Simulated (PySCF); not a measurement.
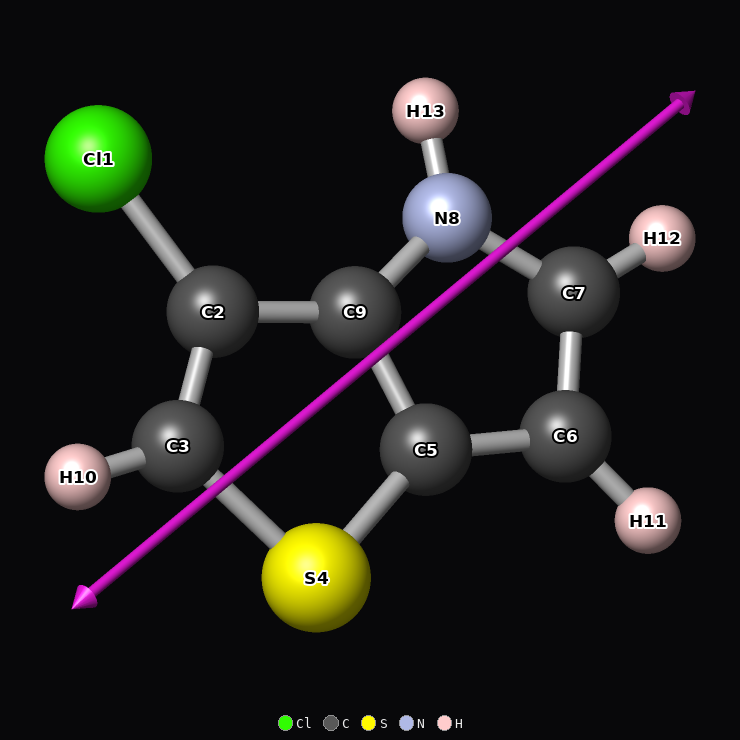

The double arrow shows the direction of the transition dipole to excited singlet state 1 (its length means nothing). Computed geometry: GFN2-xTB optimisation. No frequency run is at hand to confirm it as a minimum. Method: TDDFT ωB97X-D/def2-SVPD, vertical, gas phase, core orbitals frozen in the response (PySCF 2.14.0).

Question: How is the transition polarised?

Answer: In the molecular plane, nearly parallel to the N8–C9 bond.

Question: Where does the transition lie, and how strong is it?

Answer: 5.17 eV (240 nm), oscillator strength 0.25, mainly HOMO → LUMO (weight 0.95); transition dipole 3.61 D.
